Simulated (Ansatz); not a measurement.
Si₃Ni

The calculation's input:

```
crystal:
  lattice:
    - [0.0, 3.1740239204, 3.1740239204]
    - [3.1740239204, 0.0, 3.1740239204]
    - [3.1740239204, 3.1740239204, 0.0]
  atoms:
    - { symbol: Si, position: [0.25, 0.25, 0.25] }
    - { symbol: Si, position: [0.75, 0.75, 0.75] }
    - { symbol: Si, position: [0.5, 0.5, 0.5] }
    - { symbol: Ni, position: [0.0, 0.0, 0.0] }
basis:
  ecutwfc: 420
kpoints:
  mp_grid: { grid: [12, 12, 12] }
hamiltonian:
  xc: pbe
scf:
  occupations: { method: gaussian, width: 0.1 }
  lower_state_search: "off"
output:
  forces: true
  stress: true
  eigenvalues: true
  write_density: true
  write_potential: true
  elf: true
  volumetric_format: npy
```

Command:

```sh
ansatz run input.yaml --threads 1 --pin off --max-ram 2560MiB --backend cpu --events-out ev --progress --plain --runs-dir out
```

Below, planes, directions and counts refer to the conventional cell (a = 6.35 Å, b = 6.35 Å, c = 6.35 Å, α = 90.00°, β = 90.00°, γ = 90.00°).

Space group Fm-3m; started from the BiF3 (D0_3) prototype, which need not be the ambient phase; computed pressure about −14 GPa in this cell; computed without spin polarisation.

Level of theory: DFT PBE, scalar-relativistic, plane waves, PAW (Ansatz 0.2.0).

### Predict the valence pseudo-density and electron localisation function between the atoms.

Si–Ni (2.75 Å): ρ at the midpoint is about 0.24 e/Å³; the ELF peaks at about 0.80 in the valence shell of Si, 0.9 Å from its nucleus, and is about 0.40 at the midpoint.

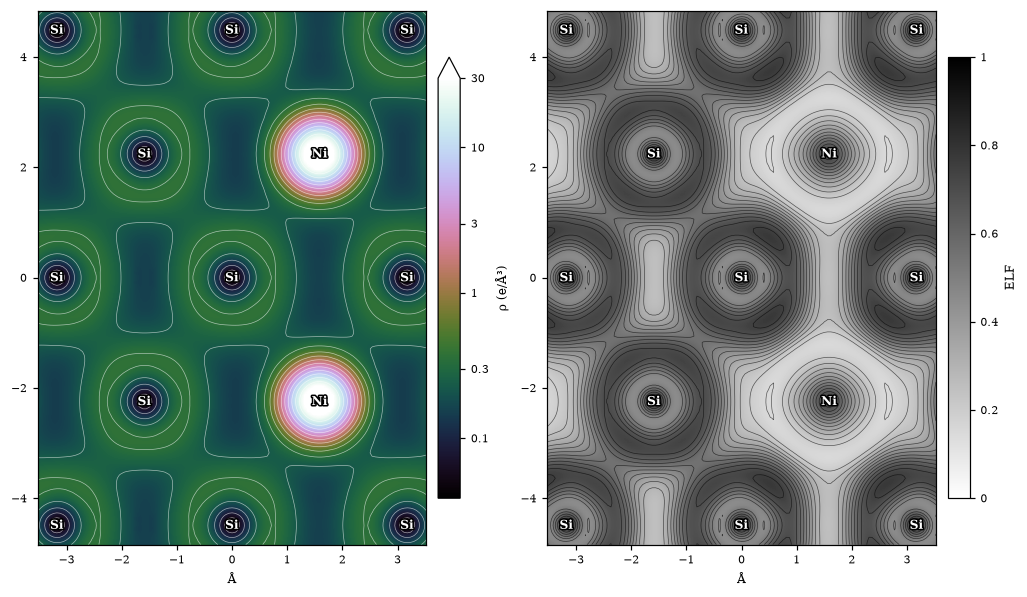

Computed valence pseudo-density and electron localisation function on the (110) plane of the conventional cell, in this order. 

Core electrons are frozen (PAW), and the valence fields are smoothed inside the atomic spheres.
